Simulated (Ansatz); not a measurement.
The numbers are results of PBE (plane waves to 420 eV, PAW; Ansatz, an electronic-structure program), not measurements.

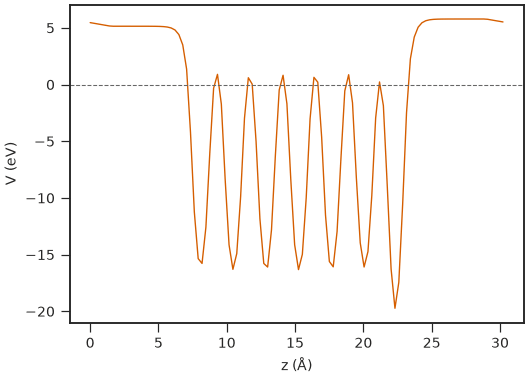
*Electrostatic potential energy of an electron, averaged over planes parallel to the surface, in eV from the Fermi level, for a constructed model of the (111) surface of fcc Au, a pseudomorphic layer of Ir in the other hollow (bottom of the slab: a bare face, its two planes held)*

Model: 7-atom slab, 14.3 Å thick at the start, 15x15x1 mesh, Fermi-Dirac 0.1 eV, dipole correction, 2 atoms held, the rest relaxed; symmetry of the start imposed; no spin, no spin-orbit, no U. In PBE it lies 0.04 eV a 1x1 cell over the lowest computed structure of the same composition (a pseudomorphic layer of Ir in the host's stacking).

The vacuum level lies 5.79 eV above the Fermi level over the top face and 5.15 eV above it under the bottom face.
